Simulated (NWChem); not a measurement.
# UMP2/DGauss-DZVP run of CHBrF (SMILES F[CH]Br)

What is the vertical ionisation energy of CHBrF at UMP2/DGauss-DZVP? 

The results are computed with NWChem 7.3.0.

**1. The system as given**

The species is CHBrF (4 atoms), meant as a doublet with charge 0. SMILES: `F[CH]Br`. Geometry: relaxed at PBE0-D4/def2-TZVP.

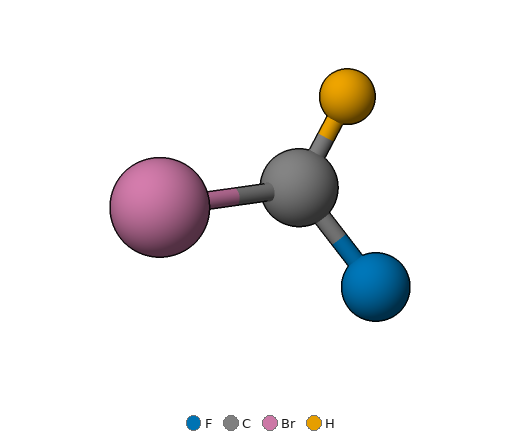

Viewed from a chosen angle; fluorine blue, carbon grey, bromine pink, hydrogen amber.

**2. The energy at UMP2/DGauss-DZVP**

chbrf.nw

```
start chbrf
title "CHBrF energy"
memory stack 880 mb heap 220 mb global 1100 mb
charge 0

geometry units bohr noautosym nocenter noautoz
 F     -0.51646215    -1.97967709     1.49118288
 C      0.42424351    -0.35621337    -0.15949288
 Br    -1.94679585     1.64273892    -1.82453057
 H      2.14370532     0.57920106     0.45447913
end

basis spherical bse
 * library DGauss-DZVP
end

scf
 doublet
 uhf
 thresh 1e-08
 maxiter 80
 print low
end

mp2
 freeze core 11
 tight
end

task mp2
```

On the command line:

```
$ nwchem chbrf.nw > chbrf.out
```

The log of the run:

```text
[...]
  functions       =    57
[...]
  wavefunction    = UHF
[...]
         Total SCF energy =  -2709.700531639576
      One electron energy =  -4079.970933057850
      Two electron energy =   1214.855677153581
 Nuclear repulsion energy =    155.414724264693
                       Sz =      0.5000
                 Sz(Sz+1) =      0.7500
                      S^2 =      0.7626
[...]
          Total MP2 energy         -2710.093282901195
[...]
```

It took 20 s on 1 thread of Intel Xeon Platinum 8488C (Sapphire Rapids), shared host; peak memory 0.13 GiB.

**3. The singlet cation, same level**

nw.xyz

```xyz
4

F     -0.273300    -1.047600     0.789100
C      0.224500    -0.188500    -0.084400
Br    -1.030200     0.869300    -0.965500
H      1.134400     0.306500     0.240500
```

nw.nw

```
start nw
memory stack 880 mb heap 220 mb global 1100 mb
charge 1

geometry units angstrom noautosym nocenter noautoz
  load format xyz nw.xyz
end

basis spherical bse
  * library DGauss-DZVP
end

scf
  thresh 1e-08
  maxiter 80
  noprint "final vectors analysis"
end

mp2
  freeze core 11
  tight
end

task mp2
```

On the command line:

```
$ nwchem nw.nw > nw.out
```

The log of the run:

```text
[...]
  functions       =    57
[...]
  wavefunction    = RHF
[...]
         Total SCF energy =  -2709.360527444555
      One-electron energy =  -4065.061040348305
      Two-electron energy =   1200.285777673790
 Nuclear repulsion energy =    155.414735229960
        Time for solution =     14.6s
[...]
          Total MP2 energy         -2709.769359609772
[...]
```

Wall time 17 s (1 thread of Intel Xeon Platinum 8488C (Sapphire Rapids), shared host); peak memory 0.12 GiB.

**4. What came out**

Level: UMP2/DGauss-DZVP, 11 core orbitals frozen.

| quantity | value |
| --- | --- |
| doublet CHBrF: total energy | -2710.09328 Eh |
| doublet CHBrF: correlation energy (11 core orbitals frozen) | -392.8 mEh |
| doublet CHBrF: ⟨S²⟩ of the reference determinant | 0.763 |
| singlet cation: total energy | -2709.76936 Eh |
| singlet cation: correlation energy (11 core orbitals frozen) | -408.8 mEh |
| vertical ionisation energy (to the singlet cation) | 8.814 eV |

What this shows: The vertical ionisation energy comes to 8.81 eV (203 kcal/mol). Only the singlet of the ionised species was computed; a triplet could lie lower. Mulliken charges (singlet cation) run from -0.12 on F1 to +0.38 on C2.
